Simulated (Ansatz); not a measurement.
The starting structures come from a database of crystals and need not be the phases stable at ambient conditions.

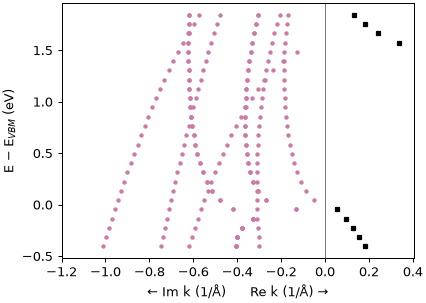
Fig. 1. Complex bands at the centre of the two-dimensional zone; r2SCAN run with Ansatz (a program for electronic structure)

No gap correction and no spin-orbit coupling; mid-gap values are interpolated between computed energies.

Question: This is Sr4P2O (I4/mmm, not sure to be the ambient phase, 7 atoms a cell, 26.5 Å³ an atom) along the normal of (001). Read off the slowest decay at the centre of the two-dimensional zone at 0.77 eV, the computed energy nearest the middle of the gap.

Answer: κ ≈ 0.17 1/Å, a decay length 1/(2κ) of the density of 2.9 Å.
